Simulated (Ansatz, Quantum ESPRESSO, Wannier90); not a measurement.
# Conductance channels of monatomic chains, Zr to Os

How many channels does a perfect straight chain of each element offer at the Fermi level, and does a small Wannier model count them right?

**Method.** Quantum ESPRESSO 7.5 and Wannier90 3.1.0 (bulk transport from the Wannier Hamiltonian), beside layer matching in Ansatz 0.2.0. One atom a period, no spin polarisation, no spin-orbit coupling. Channels are per spin; each carries G₀ = 2e²/h with its partner of the other spin.

What came out:

```tsv
element	spacing (Å)	level	Wannier functions	mean spread (Å²)	band misfit (eV)	channels, Wannier	channels, Ansatz	resistance (kΩ)
Zr	2.60	PBE, GBRV ultrasoft	9	2.47	0.006	5	5	2.58
Nb	2.54	PBEsol, GBRV ultrasoft	9	2.43	0.008	6	6	2.15
Ru	2.43	PBE, GBRV ultrasoft	9	1.31	0.010	6	6	2.15
Rh	2.14	PBE, PseudoDojo norm-conserving	9	1.28	0.005	4	4	3.23
Pd	2.50	PBE, GBRV ultrasoft	9	1.23	0.006	4	4	3.23
In	3.19	PBE, PseudoDojo norm-conserving	4	2.87	0.023	3	3	4.30
Sn	2.75	PBE, GBRV ultrasoft	4	2.46	0.029	3	3	4.30
Sb	2.75	PBEsol, GBRV ultrasoft	4	2.24	0.019	3	3	4.30
Ta	2.23	PBE, GBRV ultrasoft	9	1.59	0.027	6	6	2.15
W	2.09	PBE, GBRV ultrasoft	9	1.51	0.022	6	6	2.15
Re	2.25	PBEsol, GBRV ultrasoft	9	1.43	0.017	6	6	2.15
Os	2.28	PBE, PseudoDojo norm-conserving	9	1.37	0.011	6	6	2.15
```

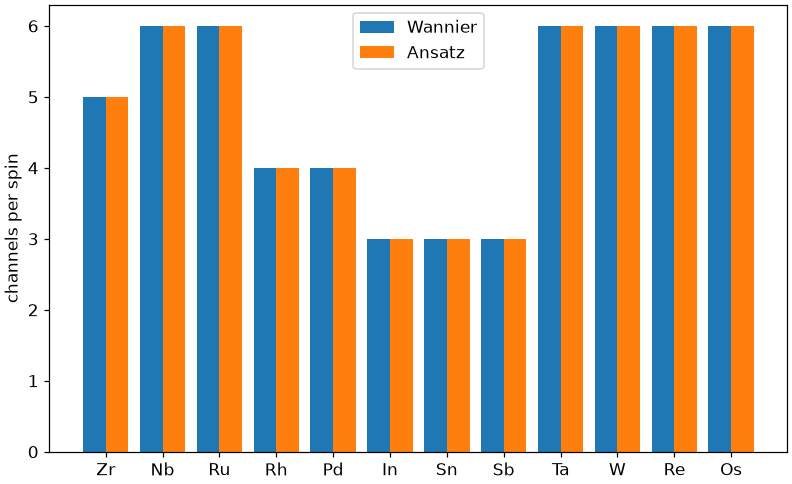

Channels at the Fermi level.

**Answer.** By the Wannier models the count runs from 3 (In, Sn and Sb) to 6 (Nb, Ru, Ta, W, Re and Os). The two methods agree on 12 of 12 chains. The models follow the plane-wave bands within 0.029 eV in the frozen window. By hand, 6 channels give 12.906/6 = 2.15 kΩ.

**Limits.** Real chains may buckle, dimerise or become magnetic, which changes the count, and so can spin-orbit coupling for the heavy elements. The count also hangs on the spacing, which differs between rows: compression can bring d bands up to the Fermi level. Of 99 straight chains run, each element is listed once, in this or a sister table, where the model held and no band edge lay within 0.15 eV of the level.

[Logs are printed without paths, hosts, clocks, repeated set-up lines and the standing remarks that a program may print on its own settings, such as how far it seeks lower states.]
